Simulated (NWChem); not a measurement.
**One shape, several levels: BNH2BrCl (SMILES NB(Cl)Br)**

Wanted: a comparison of 3 runs (HF/STO-3G, HF/3-21G, B3LYP/6-31G*) of BNH2BrCl. 

The calculation is run with NWChem 7.3.0.

## Step 1: Starting point

The species is BNH2BrCl (6 atoms), meant as a singlet with charge 0. SMILES: `NB(Cl)Br`. Geometry: relaxed at PBE0-D4/def2-TZVP.

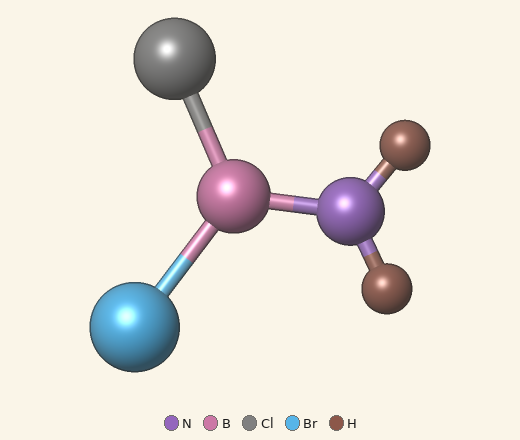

The structure, seen from a chosen angle (nitrogen purple, boron pink, chlorine grey, bromine blue, hydrogen brown).

## Step 2: Energy and forces at HF/STO-3G (run 1)

Input file calc.nw:

```
start calc
title "BBrClH2N gradient"
memory total 2200 mb

geometry noautosym nocenter noautoz
   N     0.559400    0.476200    0.355200
   B    -0.401900   -0.315300   -0.244600
   Cl   -2.091600    0.167400   -0.234100
   Br    0.111600   -1.962800   -1.100700
   H     1.533300    0.227700    0.366000
   H     0.331300    1.342700    0.812000
end

basis spherical bse
   * library STO-3G
end

scf
   thresh 1e-08
   maxiter 80
end

task scf gradient
```

Run with:

```console
$ nwchem calc.nw > calc.out
```

What it wrote:

```text
[...]
  functions       =    39
[...]
  wavefunction    = RHF
[...]
         Total SCF energy =  -3078.659760629051
      One-electron energy =  -4859.858858663496
      Two-electron energy =   1500.352191516782
 Nuclear repulsion energy =    280.846906517663
        Time for solution =      3.8s
[...]
                         RHF ENERGY GRADIENTS
    atom               coordinates                        gradient
                 x          y          z           x          y          z
   1 N       1.057113   0.899888   0.671231    0.022175   0.013463   0.011108
   2 B      -0.759481  -0.595831  -0.462227   -0.031334   0.021120   0.007118
   3 Cl     -3.952551   0.316340  -0.442385    0.021133  -0.009424  -0.002059
   4 Br      0.210893  -3.709154  -2.080021    0.002953  -0.013038  -0.006950
   5 H       2.897517   0.430291   0.691640   -0.015122   0.001428  -0.001549
   6 H       0.626066   2.537335   1.534458    0.000195  -0.013548  -0.007668
[...]
```

It took 6.9 s on 1 thread of Intel Xeon Platinum 8259CL at 2.50GHz (Skylake/Cascade Lake), shared host; peak memory 0.099 GiB.

## Step 3: Energy and forces at HF/3-21G (run 2)

Input file bbrclh2n.xyz:

```xyz
6
BBrClH2N gradient
N      0.559400     0.476200     0.355200
B     -0.401900    -0.315300    -0.244600
Cl    -2.091600     0.167400    -0.234100
Br     0.111600    -1.962800    -1.100700
H      1.533300     0.227700     0.366000
H      0.331300     1.342700     0.812000
```

Input file run.py:

```python
from ase.io import read
from ase.calculators.nwchem import NWChem

atoms = read('bbrclh2n.xyz')

calc = NWChem(
    label='bbrclh2n',
    theory='scf',
    memory='2200 mb',
    basis='3-21G',
    basispar='spherical bse',
    scf={'nopen': '0', 'rhf': None, 'thresh': '1e-08', 'maxiter': '80'},
)
atoms.calc = calc

forces = atoms.get_forces()
print("Total energy (eV):", round(atoms.get_potential_energy(), 6))
print("forces (eV/A):")
for s, f in zip(atoms.symbols, forces):
    print(f"{s:2s} {f[0]:10.5f} {f[1]:10.5f} {f[2]:10.5f}")
print("dipole (e A):", atoms.get_dipole_moment().round(4))
```

Run with:

```console
$ export ASE_NWCHEM_COMMAND="nwchem PREFIX.nwi > PREFIX.nwo"
$ python run.py
```

What it wrote:

```text
Total energy (eV): -84282.49673
forces (eV/A):
N     0.22240    0.26518    0.18563
B     0.80224    0.11148    0.18820
Cl   -1.12542    0.38227    0.04165
Br    0.22950   -0.67610   -0.34828
H    -0.21664    0.06798    0.00478
H     0.08793   -0.15077   -0.07199
dipole (e A): [0.5887 0.3977 0.3179]
```

The calculator wrote bbrclh2n.nwi:

```
title "bbrclh2n"

permanent_dir bbrclh2n

scratch_dir bbrclh2n

start bbrclh2n

geometry units angstrom nocenter noautosym noautoz
  N  5.5940000000000001e-01 4.7620000000000001e-01 3.5520000000000002e-01
  B  -4.0189999999999998e-01 -3.1530000000000002e-01 -2.4460000000000001e-01
  Cl -2.0916000000000001e+00 1.6739999999999999e-01 -2.3410000000000000e-01
  Br 1.1160000000000000e-01 -1.9628000000000001e+00 -1.1007000000000000e+00
  H  1.5333000000000001e+00 2.2770000000000001e-01 3.6599999999999999e-01
  H  3.3129999999999998e-01 1.3427000000000000e+00 8.1200000000000006e-01
end

memory 2200 mb

basis spherical bse noprint
   * library 3-21G
end

scf
  nopen 0
  rhf
  thresh 1e-08
  maxiter 80
end

task scf gradient
```

bbrclh2n.nwo:

```text
Northwest Computational Chemistry Package (NWChem) 7.3.0
             --------------------------------------------------------

           Job information
           ---------------

    nwchem branch   = 7.3.0
    use scalapack   = T
    input           = bbrclh2n.nwi
    prefix          = bbrclh2n.
    data base       = bbrclh2n/bbrclh2n.db
    status          = startup
    nproc           =        1

           Memory information
           ------------------

[... 5 lines left out ...]
    hardfail = no
[... 133 lines left out ...]
         Quadratically convergent ROHF
[... 14 lines left out ...]
       Final RHF  results
[... 4 lines left out ...]
      Two-electron energy =   1493.102812172203
[... 52 lines left out ...]
                       ROHF Final Molecular Orbital Analysis
[... 227 lines left out ...]
                 ----------------------------------------
                 |  Time  |  1-e(secs)   |  2-e(secs)   |
                 ----------------------------------------
                 |  CPU   |       0.00   |       2.35   |
                 ----------------------------------------
                 |  WALL  |       0.00   |       2.35   |
                 ----------------------------------------

 Task  times  cpu:        6.4s     wall:        6.4s
 Total times  cpu:        6.4s     wall:        6.4s
```

Run time: 7.8 s. Hardware: 1 thread of Intel Xeon Platinum 8259CL at 2.50GHz (Skylake/Cascade Lake), shared host; peak memory 0.098 GiB.

## Step 4: Energy and forces at B3LYP/6-31G(d) (Cartesian functions) (run 3)

Input file geom.xyz:

```xyz
6
BBrClH2N
N      0.559400     0.476200     0.355200
B     -0.401900    -0.315300    -0.244600
Cl    -2.091600     0.167400    -0.234100
Br     0.111600    -1.962800    -1.100700
H      1.533300     0.227700     0.366000
H      0.331300     1.342700     0.812000
```

Input file run.py:

```python
from ase.io import read
from ase.calculators.nwchem import NWChem

system = read('geom.xyz')

calc = NWChem(
    label='geom',
    theory='dft',
    memory='2200 mb',
    basis='6-31G*',
    dft={'xc': 'b3lyp', 'mult': '1', 'grid': 'xfine', 'convergence': 'energy 1e-08', 'iterations': '100', 'mulliken': None},
)
system.calc = calc

forces = system.get_forces()
print(f"energy = {system.get_potential_energy():.6f} eV")
print("forces (eV/A):")
for s, f in zip(system.symbols, forces):
    print(f"{s:2s} {f[0]:10.5f} {f[1]:10.5f} {f[2]:10.5f}")
print("dipole (e A):", system.get_dipole_moment().round(4))
```

Run with:

```console
$ export ASE_NWCHEM_COMMAND="nwchem PREFIX.nwi > PREFIX.nwo"
$ python run.py
```

What it wrote:

```text
energy = -84763.840147 eV
forces (eV/A):
N     0.00684   -0.00386   -0.00103
B     0.05003    0.02844    0.02371
Cl   -0.43596    0.15442    0.01980
Br    0.14846   -0.37949   -0.19242
H     0.25367   -0.03116    0.02191
H    -0.02304    0.23166    0.12804
dipole (e A): [0.436  0.4    0.2954]
```

The calculator wrote geom.nwi:

```
title "geom"

permanent_dir geom

scratch_dir geom

start geom

geometry units angstrom nocenter noautosym noautoz
  N  5.5940000000000001e-01 4.7620000000000001e-01 3.5520000000000002e-01
  B  -4.0189999999999998e-01 -3.1530000000000002e-01 -2.4460000000000001e-01
  Cl -2.0916000000000001e+00 1.6739999999999999e-01 -2.3410000000000000e-01
  Br 1.1160000000000000e-01 -1.9628000000000001e+00 -1.1007000000000000e+00
  H  1.5333000000000001e+00 2.2770000000000001e-01 3.6599999999999999e-01
  H  3.3129999999999998e-01 1.3427000000000000e+00 8.1200000000000006e-01
end

memory 2200 mb

basis noprint
   * library 6-31G*
end

dft
  xc b3lyp
  mult 1
  grid xfine
  convergence energy 1e-08
  iterations 100
  mulliken
end

task dft gradient
```

geom.nwo:

```text
Northwest Computational Chemistry Package (NWChem) 7.3.0
             --------------------------------------------------------

           Job information
           ---------------

    nwchem branch   = 7.3.0
    use scalapack   = T
    input           = geom.nwi
    prefix          = geom.
    data base       = geom/geom.db
    status          = startup
    nproc           =        1

           Memory information
           ------------------

[... 5 lines left out ...]
    hardfail = no
[... 104 lines left out ...]
  convergence criterion.
[... 44 lines left out ...]
          Spatial weights used:  Erf1
[... 32 lines left out ...]
 1-e energy   =   -4883.154208
[... 47 lines left out ...]
           Coulomb energy =     1621.408992453899
[... 689 lines left out ...]
          Convergence on density requested:  1.00D-05
[... 30 lines left out ...]
          total energy or number of iterations.
[... 37 lines left out ...]
                 ----------------------------------------
                 |  Time  |  1-e(secs)   |  2-e(secs)   |
                 ----------------------------------------
                 |  CPU   |       0.01   |      15.44   |
                 ----------------------------------------
                 |  WALL  |       0.01   |      15.44   |
                 ----------------------------------------

 Task  times  cpu:       49.1s     wall:       49.1s
 Total times  cpu:       49.2s     wall:       49.2s
```

Run time: 50 s. Hardware: 1 thread of Intel Xeon Platinum 8259CL at 2.50GHz (Skylake/Cascade Lake), shared host; peak memory 0.13 GiB.

## Step 5: The series

```
run                               level  Cartesian functions  iteration cap   energy (Eh)  dipole moment (D)  HOMO energy (eV)  LUMO energy (eV)  wall time
  1                           HF/STO-3G                   no             80  -3078.659761               3.45             -8.79              7.59      6.9 s
  2                            HF/3-21G                   no             80  -3097.324651               3.74            -11.15              4.20      7.8 s
  3  B3LYP/6-31G* (Cartesian functions)                  yes            100  -3115.013696               3.18             -7.89              0.08       50 s
```

## Step 6: Results

| quantity | value |
| --- | --- |
| run 3: total energy | -3115.01370 Eh |
| run 3: dipole moment | 3.18 D |
| run 3: HOMO energy | -7.89 eV |
| run 3: LUMO energy | 0.08 eV |
| run 3: HOMO–LUMO gap | 7.98 eV |
| run 3: largest force on an atom | 0.463 eV/Å |

In words: The dipole moment (its size) runs from 3.18 D (B3LYP/6-31G*) to 3.74 D (HF/3-21G). The two ends differ in method and basis. The HOMO–LUMO gap runs from 7.98 eV (B3LYP/6-31G*) to 16.39 eV (HF/STO-3G). In run 1 the basis is minimal, so the values are rough. All runs together took 65 s, the longest 50 s.
